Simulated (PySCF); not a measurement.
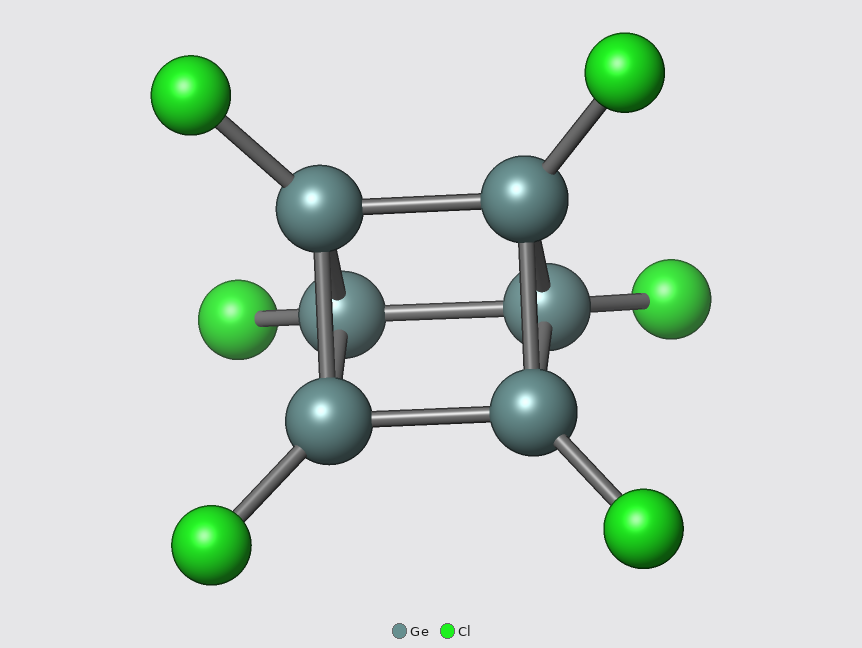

The geometry was computed by an optimisation with PBE0-D3(BJ)/def2-SVP. No frequency run is at hand to confirm it as a minimum.

Draw it as a skeletal formula.

SMILES: [Cl][Ge@]12[Ge@]3([Cl])[Ge@@]1([Cl])[Ge@@]1([Cl])[Ge@]3([Cl])[Ge@@]21[Cl]

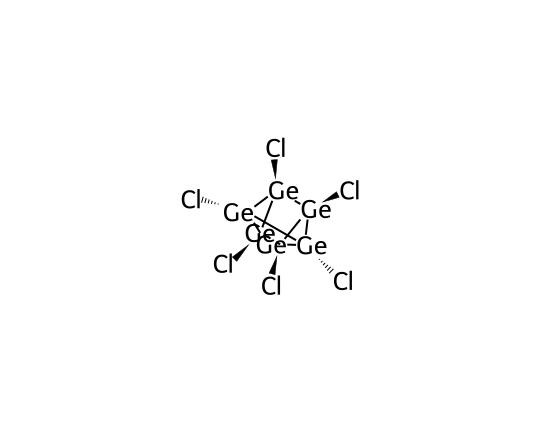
